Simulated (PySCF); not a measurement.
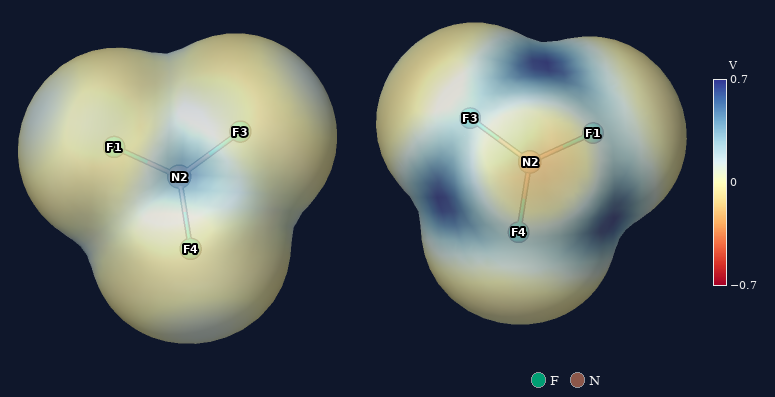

F₃N, SMILES `FN(F)F`. Electrostatic potential on the surface of electron density 0.001 a.u. (back view left, front view right).

Level of theory: M06-2X/def2-TZVP (PySCF), at a geometry from GFN2-xTB. No frequency check shows the geometry to be a minimum.

Cartesian coordinates (Å):

```
F1       1.1559   -0.4204    0.1190
N2       0.0000   -0.0000   -0.4588
F3      -0.9421   -0.7908    0.1189
F4      -0.2139    1.2113    0.1189
```

Where are the extremes of the potential on the surface?

Highest: 0.70 V, near N2 (1.75 Å), F3 (1.92 Å) and F1 (1.94 Å). Further maxima include 0.48 V, over the middle of F1, N2, F3 and F4, about 1.9 Å from them; 0.15 V, 1.6 Å from F4. Lowest: −0.20 V, 1.9 Å from N2. Further minima include −0.08 V, 1.7 Å from F3, and at like points elsewhere; −0.07 V, 1.7 Å from F4. The surface is sampled at points, so like sites can differ by a few per cent and only the strongest of them is named.

What volume does the surface enclose, and what is the dipole moment?

About 53 Å³; the dipole moment is 0.1 D.
